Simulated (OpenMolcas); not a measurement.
# doublet CF3: levels of theory compared

We compute a comparison of 5 runs (UHF/3-21G, U-revPBE/def2-SVPD, UB3LYP/def2-SVPD, UBHLYP/def2-SVPD, UBLYP/def2-SVPD) of doublet CF3. 

The calculation is run with OpenMolcas 26.06.

**1. The molecule**

The species is CF3 (4 atoms), meant as a doublet with charge 0. SMILES of the parent species: `F[C+](F)F`. Geometry: relaxed at PBE0-D4/def2-TZVP. That shape belongs to the parent species and isn't relaxed for this state.

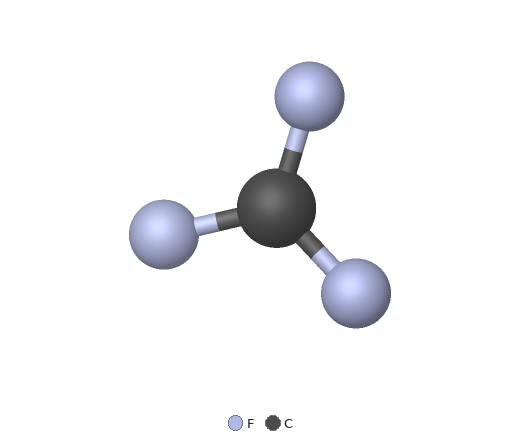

The structure, seen from a chosen angle (fluorine light blue, carbon dark grey).

**2. A single-point energy at UHF/3-21G (run 1)**

input.xyz reads:

```xyz
4

F      0.698600    -0.114600     1.005400
C      0.000000     0.000000     0.000000
F     -0.609500    -0.973400    -0.439400
F     -0.089000     1.088000    -0.566000
```

calc.inp reads:

```
* CF3 Hartree-Fock

&GATEWAY
 BASLIB=$CurrDir
 COORD=input.xyz
 BASIS=3-21G
 GROUP=NoSym

&SEWARD

&SCF
 UHF
 SPIN=2
 THRESHOLDS=1e-10 1e-07 1e-07 1e-05
 PRORBITALS=1 2
```

The basis set 3-21G is read from a file made from the Basis Set Exchange's data (not shown).

The run is started by

```bash
$ export MOLCAS_MEM=1860
$ pymolcas calc.inp > calc.log
```

Output:

```text
--- Start Module: gateway ---
[...]
--- Stop Module: gateway /rc=_RC_ALL_IS_WELL_ ---
--- Start Module: seward ---
[...]
      Basis functions           36
--- Stop Module: seward /rc=_RC_ALL_IS_WELL_ ---
--- Start Module: scf ---
[...]
       Convergence after  13 Iterations
[...]
::    Total SCF energy                               -334.2324458013
[...]
      Total spin, S                                     0.5044937106
[...]
      Total electronic charge=   33.000000
      Total            charge=   -0.000000
[...]
      Dipole Moment (debye):
      Origin of the operator (angstrom)=    0.0000   -0.0000    0.0000
                   X=  3.5154E-05               Y= -4.5549E-05               Z= -1.4867E-04           Total=  1.5942E-04
      Quadrupole Moment (debye*angstrom):
[...]
--- Stop Module: scf /rc=_RC_ALL_IS_WELL_ ---
[...]
```

It took 1.3 s on 1 thread of Intel Xeon 6975P-C (Granite Rapids), shared host; peak memory 0.37 GiB.

**3. The energy at U-revPBE/def2-SVPD (run 2)**

geom.xyz reads:

```xyz
4

F      0.698600    -0.114600     1.005400
C      0.000000     0.000000     0.000000
F     -0.609500    -0.973400    -0.439400
F     -0.089000     1.088000    -0.566000
```

calc.input reads:

```
&GATEWAY
  BasLib=$CurrDir
  Coord=geom.xyz
  Basis=def2-SVPD
  Group=NoSym

&SEWARD
  GridInput
  Grid=UltraFine
  End of Grid

&SCF
  UHF
  Spin=2
  KSDFT=revPBE
  Thresholds=1e-10 1e-07 1e-07 1e-05
  PrOrbitals=1
```

The basis set def2-SVPD is read from a file made from the Basis Set Exchange's data (not shown).

The run is started by

```bash
$ export MOLCAS_MEM=1860
$ pymolcas calc.input > calc.log
```

Output:

```text
--- Start Module: gateway ---
[...]
--- Stop Module: gateway /rc=_RC_ALL_IS_WELL_ ---
--- Start Module: seward ---
[...]
      Basis functions           89
--- Stop Module: seward /rc=_RC_ALL_IS_WELL_ ---
[...]
--- Start Module: scf ---
[...]
       Convergence after  13 Iterations
[...]
::    Total KS-DFT energy                            -337.1534669840
[...]
      Total spin, S                                     0.5011128645
[...]
      Total electronic charge=   33.000000
      Total            charge=   -0.000000
[...]
      Dipole Moment (debye):
      Origin of the operator (angstrom)=    0.0000   -0.0000    0.0000
                   X=  6.5189E-05               Y= -8.5533E-06               Z= -9.1248E-05           Total=  1.1247E-04
      Quadrupole Moment (debye*angstrom):
[...]
--- Stop Module: scf /rc=_RC_ALL_IS_WELL_ ---
[...]
```

Run time: 18 s. Hardware: 1 thread of Intel Xeon 6975P-C (Granite Rapids), shared host; peak memory 0.49 GiB.

Run 3 isn't shown in full; the table further down has it.

**4. A single-point energy at UBHLYP/def2-SVPD (run 4)**

run.input reads:

```
* CF3 Kohn-Sham DFT

&GATEWAY
  BASLIB=$CurrDir
  BASISSET
  F.def2-SVPD....
  F1 0.698600 -0.114600 1.005400 angstrom
  F3 -0.609500 -0.973400 -0.439400 angstrom
  F4 -0.089000 1.088000 -0.566000 angstrom
  End of Basis
  BASISSET
  C.def2-SVPD....
  C2 0.000000 0.000000 0.000000 angstrom
  End of Basis

&SEWARD
  GRIDINPUT
  Grid=UltraFine
  End of Grid

&SCF
  UHF
  SPIN=2
  KSDFT=HYB_GGA_XC_BHANDHLYP
  THRESHOLDS=1e-10 1e-07 1e-07 1e-05
  PRORBITALS=1
```

The basis set def2-SVPD is read from a file made from the Basis Set Exchange's data (not shown).

The run is started by

```bash
$ export MOLCAS_MEM=1860
$ pymolcas run.input > run.log
```

Output:

```text
--- Start Module: gateway ---
[...]
--- Stop Module: gateway /rc=_RC_ALL_IS_WELL_ ---
--- Start Module: seward ---
[...]
      Basis functions           89
--- Stop Module: seward /rc=_RC_ALL_IS_WELL_ ---
[...]
--- Start Module: scf ---
[...]
       Convergence after  13 Iterations
[...]
::    Total KS-DFT energy                            -337.1336260918
[...]
      Total spin, S                                     0.5023310900
[...]
      Total electronic charge=   33.000000
      Total            charge=   -0.000000
[...]
      Dipole Moment (debye):
      Origin of the operator (angstrom)=    0.0000   -0.0000    0.0000
                   X=  4.9425E-05               Y= -1.2997E-05               Z= -9.7149E-05           Total=  1.0977E-04
      Quadrupole Moment (debye*angstrom):
[...]
--- Stop Module: scf /rc=_RC_ALL_IS_WELL_ ---
[...]
```

It took 18 s on 1 thread of Intel Xeon 6975P-C (Granite Rapids), shared host; peak memory 0.49 GiB.

**5. A single-point energy at UBLYP/def2-SVPD (run 5)**

mol.inp reads:

```
* CF3 Kohn-Sham DFT

&gateway
 baslib=$CurrDir
 basisset
 F.def2-SVPD....
 F1 0.698600 -0.114600 1.005400 angstrom
 F3 -0.609500 -0.973400 -0.439400 angstrom
 F4 -0.089000 1.088000 -0.566000 angstrom
 End of Basis
 basisset
 C.def2-SVPD....
 C2 0.000000 0.000000 0.000000 angstrom
 End of Basis

&seward
 gridinput
 Grid=UltraFine
 End of Grid

&scf
 uhf
 spin=2
 ksdft=BLYP
 thresholds=1e-10 1e-07 1e-07 1e-05
 prorbitals=0
```

The basis set def2-SVPD is read from a file made from the Basis Set Exchange's data (not shown).

The run is started by

```bash
$ export MOLCAS_MEM=1860
$ pymolcas mol.inp > mol.log
```

Output:

```text
--- Start Module: gateway ---
[...]
--- Stop Module: gateway /rc=_RC_ALL_IS_WELL_ ---
--- Start Module: seward ---
[...]
      Basis functions           89
--- Stop Module: seward /rc=_RC_ALL_IS_WELL_ ---
[...]
--- Start Module: scf ---
[...]
       Convergence after  13 Iterations
[...]
::    Total KS-DFT energy                            -337.2308208778
[...]
      Total spin, S                                     0.5009439778
[...]
      Total electronic charge=   33.000000
      Total            charge=   -0.000000
[...]
      Dipole Moment (debye):
      Origin of the operator (angstrom)=    0.0000   -0.0000    0.0000
                   X=  6.1493E-05               Y= -9.2080E-06               Z= -9.1183E-05           Total=  1.1036E-04
      Quadrupole Moment (debye*angstrom):
[...]
--- Stop Module: scf /rc=_RC_ALL_IS_WELL_ ---
[...]
```

Run time: 19 s. Hardware: 1 thread of Intel Xeon 6975P-C (Granite Rapids), shared host; peak memory 0.48 GiB.

**6. The series**

| run | level | integration grid | energy (Eh) | dipole moment (D) | HOMO energy (eV) | LUMO energy (eV) | wall time |
| --- | --- | --- | --- | --- | --- | --- | --- |
| 1 | UHF/3-21G | – | -334.232446 | 0.00 | -8.58 | 6.56 | 1.3 s |
| 2 | U-revPBE/def2-SVPD | UltraFine | -337.153467 | 0.00 | -2.37 | -0.55 | 18 s |
| 3 | UB3LYP/def2-SVPD | UltraFine | -337.262863 | 0.00 | -3.94 | -0.13 | 20 s |
| 4 | UBHLYP/def2-SVPD | UltraFine | -337.133626 | 0.00 | -5.89 | 0.64 | 18 s |
| 5 | UBLYP/def2-SVPD | UltraFine | -337.230821 | 0.00 | -2.40 | -0.57 | 19 s |

**7. Outcome**

```
                                 quantity          value
                      run 5: total energy  -337.23082 Eh
                     run 5: dipole moment         0.00 D
run 5: HOMO energy (highest over α and β)       -2.40 eV
 run 5: LUMO energy (lowest over α and β)       -0.57 eV
                              run 5: ⟨S²⟩          0.752
```

Totals of different functionals can't be ranked against each other. All runs together took 76 s, the longest 20 s.
